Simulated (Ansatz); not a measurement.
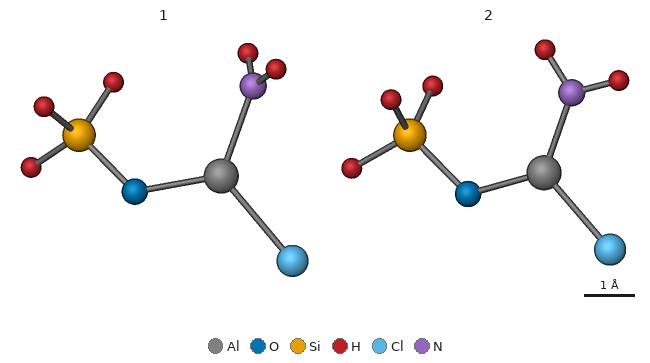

Two geometries of AlSiNH5OCl, drawn at one scale. One is the start of a relaxation, the other its converged end. A ball-and-stick model, seen at a tilt.

Level of theory: Ansatz, RKS PBE0/STO-3G. Settings: no spin polarisation; force threshold 0.02 eV/Å; at most 40 steps.

**Which of the two is the end point?**

Structure 2 is the relaxed one. The run prepares the start of a later molecular dynamics calculation, from a guessed geometry. After 16 accepted moves (17 points after the start) the energy has fallen by 32.6 kcal/mol. Largest force component: 3.4 eV/Å at the start, 0.015 eV/Å at the end. The line search rejected the trial step at point 5 of the run. The forces were under the threshold at step 14, but the run went on from there. An H atom moves most after the best rigid fit: 0.93 Å. Largest moves by element: H 0.93 Å, O 0.37 Å, Cl 0.36 Å, N 0.21 Å, Si 0.16 Å, Al 0.08 Å. Near-neighbour distances that change, for instance: Al–N 1.920 → 1.717 Å, Al–Cl 2.230 → 2.076 Å, Al–O 1.780 → 1.673 Å, H–N 1.060 → 1.031 Å. Bond angles that change, for instance: H–N–H 120.0° → 109.5°, Al–N–H 120.0° → 126.1°, O–Al–N 120.0° → 125.5°. Groups turn about Al–N by about 60°, O–Si by about 35°. The run took 30 s on 1 thread of Intel(R) Xeon(R) 6975P-C (Granite Rapids) (shared host), peak memory 0.19 GiB.

Limits of the set-up: STO-3G is a minimal basis, so the numbers are rough.
